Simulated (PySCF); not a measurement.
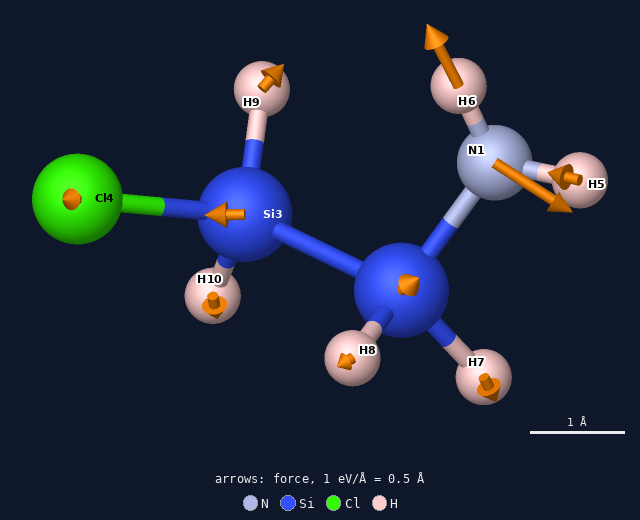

Starting geometry of Si₂NH₆Cl with the computed forces as orange arrows. Style: ball-and-stick. Shown from a free direction.

The start comes from GFN2-xTB. Its atoms were then displaced at random by about 0.01 Å.

Theory: PySCF, PBE0-D3(BJ)/def2-SVP geometry optimisation, gas phase. 

What follows when this structure is relaxed?

Answer. It isn't relaxed: the largest force vector, on the N atom, is 1.99 eV/Å. The final displacements have little in common with the starting forces (cosine between the two patterns −0.08). Over 17 geometry steps the energy falls by 5.94 kcal/mol. The largest move after the best rigid fit is that of the Cl atom, 1.32 Å. Largest moves by element: Cl 1.32 Å, H 0.95 Å, N 0.37 Å, Si 0.25 Å. Some distances before and after: Si–Si 2.293 → 2.343 Å, H–Si 1.459 → 1.496 Å, H–N 0.983 → 1.015 Å, Cl–Si 2.070 → 2.095 Å. Among the angles between lasting bonds that change: Si–Si–Cl 111.7° → 104.2°, N–Si–H 104.5° → 109.9°, Cl–Si–H 102.9° → 107.6°. Groups turn about Si–Si by about 60°.
